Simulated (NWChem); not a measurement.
**PH3 (phosphine) at 6 levels**

Aim: a comparison of 6 runs (HF/STO-3G, HF/3-21G, HF/6-31G*, HF/def2-SVP, B3LYP/6-31G*, MP2/aug-cc-pVTZ) of PH3 (phosphine). 

The calculation is run with NWChem 7.3.0.

1 further run of the same task is left out (set aside as unsound or not needed).

## (1) The system as given

The species is PH3 (4 atoms), meant as a singlet with charge 0. As SMILES, `P`. The coordinates come from a PBE0-D4/def2-TZVP relaxation.

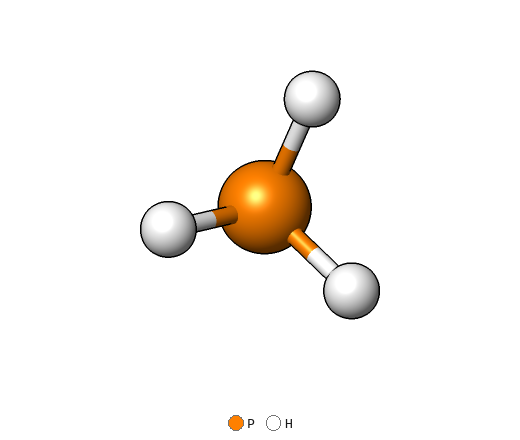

Viewed from a chosen angle; phosphorus orange, hydrogen white.

## (2) Energy and gradient at HF/STO-3G (run 1)

nw.nw

```
start nw
title "H3P gradient"
memory total 2200 mb

geometry noautosym nocenter noautoz
  P      0.346000    -0.326500    -0.332800
  H      0.630900    -0.034000     1.027000
  H     -1.005500    -0.663000    -0.057200
  H      0.028700     1.023500    -0.636900
end

basis spherical bse
  * library STO-3G
end

scf
  nopen 0
  rhf
  thresh 1e-08
  maxiter 80
end

task scf gradient
```

Started as:

```console
$ nwchem nw.nw > nw.out
```

The program printed:

```text
[...]
  functions       =    12
[...]
  wavefunction    = RHF
[...]
         Total SCF energy =   -338.633640192763
      One-electron energy =   -505.558889359299
      Two-electron energy =    149.382626054237
 Nuclear repulsion energy =     17.542623112300
        Time for solution =      0.1s
[...]
                         RHF ENERGY GRADIENTS
    atom               coordinates                        gradient
                 x          y          z           x          y          z
   1 P       0.653845  -0.616996  -0.628901    0.024041  -0.022670  -0.023165
   2 H       1.192228  -0.064251   1.940749    0.004228   0.005215   0.022771
   3 H      -1.900119  -1.252888  -0.108092   -0.022634  -0.005123   0.004968
   4 H       0.054235   1.934135  -1.203566   -0.005635   0.022578  -0.004574
[...]
```

Wall time 0.66 s (1 thread of Intel Xeon 6975P-C (Granite Rapids), shared host); peak memory 0.097 GiB.

## (3) Energy and forces at HF/3-21G (run 2)

nw.xyz

```xyz
4

P      0.346000    -0.326500    -0.332800
H      0.630900    -0.034000     1.027000
H     -1.005500    -0.663000    -0.057200
H      0.028700     1.023500    -0.636900
```

run.py

```python
from ase.io import read
from ase.calculators.nwchem import NWChem

system = read('nw.xyz')

calc = NWChem(
    label='nw',
    theory='scf',
    memory='2200 mb',
    basis='3-21G',
    basispar='spherical bse',
    scf={'nopen': '0', 'rhf': None, 'thresh': '1e-08', 'maxiter': '80'},
)
system.calc = calc

forces = system.get_forces()
print(f"energy = {system.get_potential_energy():.6f} eV")
print("forces (eV/A):")
for s, f in zip(system.symbols, forces):
    print(f"{s:2s} {f[0]:10.5f} {f[1]:10.5f} {f[2]:10.5f}")
print("dipole (e A):", system.get_dipole_moment().round(4))
```

Started as:

```console
$ export ASE_NWCHEM_COMMAND="nwchem PREFIX.nwi > PREFIX.nwo"
$ python run.py
```

The program printed:

```text
energy = -9271.021524 eV
forces (eV/A):
P    -0.22585    0.21253    0.21854
H     0.23983   -0.10233    0.12835
H    -0.12043   -0.24035   -0.11015
H     0.10644    0.13015   -0.23675
dipole (e A): [-0.1453  0.1372  0.1398]
```

The calculator wrote nw.nwi:

```
title "nw"

permanent_dir nw

scratch_dir nw

start nw

geometry units angstrom nocenter noautosym noautoz
  P  3.4599999999999997e-01 -3.2650000000000001e-01 -3.3279999999999998e-01
  H  6.3090000000000002e-01 -3.4000000000000002e-02 1.0269999999999999e+00
  H  -1.0055000000000001e+00 -6.6300000000000003e-01 -5.7200000000000001e-02
  H  2.8700000000000000e-02 1.0235000000000001e+00 -6.3690000000000002e-01
end

memory 2200 mb

basis spherical bse noprint
   * library 3-21G
end

scf
  nopen 0
  rhf
  thresh 1e-08
  maxiter 80
end

task scf gradient
```

nw.nwo:

```text
Northwest Computational Chemistry Package (NWChem) 7.3.0
             --------------------------------------------------------

           Job information
           ---------------

    nwchem branch   = 7.3.0
    use scalapack   = T
    input           = nw.nwi
    prefix          = nw.
    data base       = nw/nw.db
    status          = startup
    nproc           =        1

           Memory information
           ------------------

    heap     =     72089598 doubles =      550.0 Mbytes
    stack    =     72089595 doubles =      550.0 Mbytes
    global   =    144179200 doubles =     1100.0 Mbytes (distinct from heap & stack)
    total    =    288358393 doubles =     2200.0 Mbytes
    verify   = yes
    hardfail = no

[... 119 lines left out ...]
 Convergence threshold     :          1.000E-08
[... 12 lines left out ...]
       Final RHF  results
[... 3 lines left out ...]
      One-electron energy =   -506.102414208527
[... 1 line left out ...]
 Nuclear repulsion energy =     17.542623112300
[... 27 lines left out ...]
                       ROHF Final Molecular Orbital Analysis
[... 180 lines left out ...]
  wavefunction    =   RHF

                         RHF ENERGY GRADIENTS

    atom               coordinates                        gradient
                 x          y          z           x          y          z
   1 P       0.653845  -0.616996  -0.628901    0.004392  -0.004133  -0.004250
   2 H       1.192228  -0.064251   1.940749   -0.004664   0.001990  -0.002496
   3 H      -1.900119  -1.252888  -0.108092    0.002342   0.004674   0.002142
   4 H       0.054235   1.934135  -1.203566   -0.002070  -0.002531   0.004604

                 ----------------------------------------
                 |  Time  |  1-e(secs)   |  2-e(secs)   |
                 ----------------------------------------
                 |  CPU   |       0.00   |       0.01   |
                 ----------------------------------------
                 |  WALL  |       0.00   |       0.01   |
                 ----------------------------------------

 Task  times  cpu:        0.1s     wall:        0.1s
 Total times  cpu:        0.2s     wall:        0.2s
```

Run time: 1.1 s. Hardware: 1 thread of Intel Xeon 6975P-C (Granite Rapids), shared host; peak memory 0.097 GiB.

Runs 3 to 5 aren't shown in full; the table further down has their settings and results.

## (4) Energy and gradient at MP2/aug-cc-pVTZ (run 6)

run.py

```python
from ase import Atoms
from ase.calculators.nwchem import NWChem

system = Atoms(['P', 'H', 'H', 'H'], positions=[
    [0.346000, -0.326500, -0.332800],
    [0.630900, -0.034000, 1.027000],
    [-1.005500, -0.663000, -0.057200],
    [0.028700, 1.023500, -0.636900],
])

calc = NWChem(
    label='h3p',
    theory='mp2',
    memory='2200 mb',
    basis='aug-cc-pVTZ',
    basispar='spherical bse',
    scf={'nopen': '0', 'rhf': None, 'thresh': '1e-08', 'maxiter': '80', 'print': 'low'},
    mp2={'freeze': 'core 5', 'tight': None},
)
system.calc = calc

forces = system.get_forces()
e = system.get_potential_energy()
print(f"E = {e:.6f} eV")
print("forces (eV/A):")
for s, f in zip(system.symbols, forces):
    print(f"{s:2s} {f[0]:10.5f} {f[1]:10.5f} {f[2]:10.5f}")
```

Started as:

```console
$ export ASE_NWCHEM_COMMAND="nwchem PREFIX.nwi > PREFIX.nwo"
$ python run.py
```

The program printed:

```text
E = -9324.286575 eV
forces (eV/A):
P    -0.18435    0.17334    0.17854
H    -0.00663   -0.04484   -0.14378
H     0.14316    0.01316   -0.04433
H     0.04777   -0.14167    0.00956
```

The calculator wrote h3p.nwi:

```
title "h3p"

permanent_dir h3p

scratch_dir h3p

start h3p

geometry units angstrom nocenter noautosym noautoz
  P  3.4599999999999997e-01 -3.2650000000000001e-01 -3.3279999999999998e-01
  H  6.3090000000000002e-01 -3.4000000000000002e-02 1.0269999999999999e+00
  H  -1.0055000000000001e+00 -6.6300000000000003e-01 -5.7200000000000001e-02
  H  2.8700000000000000e-02 1.0235000000000001e+00 -6.3690000000000002e-01
end

memory 2200 mb

basis spherical bse noprint
   * library aug-cc-pVTZ
end

scf
  nopen 0
  rhf
  thresh 1e-08
  maxiter 80
  print low
end
mp2
  freeze core 5
  tight
end

task mp2 gradient
```

h3p.nwo:

```text
Northwest Computational Chemistry Package (NWChem) 7.3.0
             --------------------------------------------------------

           Job information
           ---------------

    nwchem branch   = 7.3.0
    use scalapack   = T
    input           = h3p.nwi
    prefix          = h3p.
    data base       = h3p/h3p.db
    status          = startup
    nproc           =        1

           Memory information
           ------------------

    heap     =     72089598 doubles =      550.0 Mbytes
    stack    =     72089595 doubles =      550.0 Mbytes
    global   =    144179200 doubles =     1100.0 Mbytes (distinct from heap & stack)
    total    =    288358393 doubles =     2200.0 Mbytes
    verify   = yes
    hardfail = no

[... 95 lines left out ...]
       Final RHF  results
[... 3 lines left out ...]
      One-electron energy =   -508.326189656362
[... 1 line left out ...]
 Nuclear repulsion energy =     17.542623112300
[... 85 lines left out ...]
                Dipole Moments (a.u.)
[... 130 lines left out ...]
  MP2 natural orbitals output to h3p/h3p.mp2nos
[... 1 line left out ...]
                         mp2 ENERGY GRADIENTS

    atom               coordinates                        gradient
                 x          y          z           x          y          z
   1 P       0.653845  -0.616996  -0.628901    0.003585  -0.003371  -0.003472
   2 H       1.192228  -0.064251   1.940749    0.000129   0.000872   0.002796
   3 H      -1.900119  -1.252888  -0.108092   -0.002784  -0.000256   0.000862
   4 H       0.054235   1.934135  -1.203566   -0.000929   0.002755  -0.000186

                 ----------------------------------------
                 |  Time  |  1-e(secs)   |  2-e(secs)   |
                 ----------------------------------------
                 |  CPU   |       0.01   |       7.56   |
                 ----------------------------------------
                 |  WALL  |       0.01   |       7.56   |
                 ----------------------------------------
 -----------------------
 Task  times  cpu:       72.6s     wall:       72.6s
 Total times  cpu:       72.6s     wall:       72.6s
```

Run time: 74 s. Hardware: 1 thread of Intel Xeon 6975P-C (Granite Rapids), shared host; peak memory 0.26 GiB.

## (5) The series

```
run                               level  Cartesian functions  iteration cap  energy (Eh)  dipole moment (D)  HOMO energy (eV)  LUMO energy (eV)  wall time
  1                           HF/STO-3G                   no             80  -338.633640               0.53             -8.16             12.82     0.66 s
  2                            HF/3-21G                   no             80  -340.703760               1.17            -10.57              4.84      1.1 s
  3     HF/6-31G* (spherical functions)                   no             80  -342.445831               0.78            -10.57              4.48      1.4 s
  4                         HF/def2-SVP                   no             80  -342.363504               0.78            -10.55              4.88      1.5 s
  5  B3LYP/6-31G* (Cartesian functions)                  yes            100  -343.140249               0.97             -7.51              0.89      3.3 s
  6                     MP2/aug-cc-pVTZ                   no             80  -342.661214               0.61                 –                 –       74 s
```

## (6) Outcome

```
                                                      quantity          value
                                           run 6: total energy  -342.66121 Eh
run 6: dipole moment (of the density that the program reports)         0.61 D
            run 6: correlation energy (5 core orbitals frozen)     -173.6 mEh
                               run 6: largest force on an atom     0.310 eV/Å
```

In words: The dipole moment (its size) runs from 0.53 D (HF/STO-3G) to 1.17 D (HF/3-21G). Over runs 1, 2, 3, 4, 5 the HOMO–LUMO gap runs from 8.40 eV (B3LYP/6-31G*) to 20.98 eV (HF/STO-3G). The two ends differ in method and basis. In run 1 the basis is minimal, so the values are rough. All runs together took 82 s, the longest 74 s.
